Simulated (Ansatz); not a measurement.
**C2H9BFP: small, medium and large basis sets**

How large a basis does C2H9BFP need? Two functionals are run in growing sets.

Computed with Ansatz 0.2.0, Gaussian basis. Level: one geometry, several basis sets.

The runs, in order: PBE0-D4/def2-SVP; ωB97M-V/def2-SVP; PBE0-D4/def2-QZVPP; ωB97M-V/def2-QZVPP; the functionals' def2-TZVPP values are taken from earlier runs.

**1. The relaxed structure**

The geometry comes from an earlier relaxation with PBE0-D4 in a triple-zeta def2 set; it is a stationary point, not always the lowest conformer.

14 atoms, charge 0, spin multiplicity 1.

Atoms are counted from 1 here; the program's logs count them from 0.

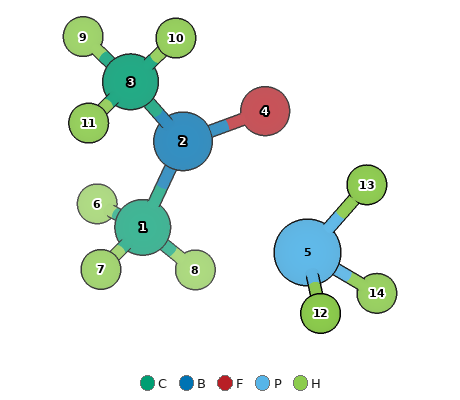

The structure; colours as in the key; atoms are numbered from 1 in the order of the file.

**2. PBE0-D4 in def2-SVP**

in.yaml

```yaml
crystal:
  periodic: [false, false, false]
  atoms:
    - {symbol: C, position_ang: [-1.684296, 0.437857, 0.568309]}
    - {symbol: B, position_ang: [-0.268178, 0.943259, 0.135998]}
    - {symbol: C, position_ang: [0.956494, 1.104019, 1.096275]}
    - {symbol: F, position_ang: [-0.131483, 1.396961, -1.119993]}
    - {symbol: P, position_ang: [0.708179, -1.828571, -1.231263]}
    - {symbol: H, position_ang: [-2.209505, 1.265372, 1.063728]}
    - {symbol: H, position_ang: [-1.632792, -0.374393, 1.296063]}
    - {symbol: H, position_ang: [-2.300205, 0.127382, -0.277799]}
    - {symbol: H, position_ang: [0.825154, 2.030798, 1.670640]}
    - {symbol: H, position_ang: [1.905261, 1.188505, 0.563028]}
    - {symbol: H, position_ang: [1.022419, 0.295273, 1.826768]}
    - {symbol: H, position_ang: [1.050650, -3.205449, -1.206724]}
    - {symbol: H, position_ang: [1.856725, -1.456846, -1.974713]}
    - {symbol: H, position_ang: [-0.111325, -1.953464, -2.381412]}
basis:
  gaussian: {orbitals: def2-SVP}
hamiltonian: {xc: pbe0, dispersion: d4}
output: {orbitals: {seedname: orbitals}}
```

On the command line:

```console
$ ansatz run in.yaml --threads 4 --pin off --events-out ev --progress --plain --max-ram 10444MiB
```

Further steps of the session: ωB97M-V in def2-SVP; PBE0-D4 in def2-QZVPP; ωB97M-V in def2-QZVPP.

Before running them: what should the planned runs give, taken together? Wanted: PBE0-D4: double and triple zeta above quadruple; ωB97M-V: double and triple zeta above quadruple.

The runs gave:

```
                                       quantity           value
PBE0-D4: double and triple zeta above quadruple  10.27, 0.61 eV
ωB97M-V: double and triple zeta above quadruple  10.55, 0.58 eV
```

For PBE0-D4 the step from double to triple zeta gains 9.67 eV and the next only 0.61 eV. These are total energies; as a rule much of such shifts cancels in differences, which this series doesn't test. The LUMO of ωB97M-V is positive and keeps falling with the basis (2.40 to 1.51 eV): an unbound level that the basis holds in place.
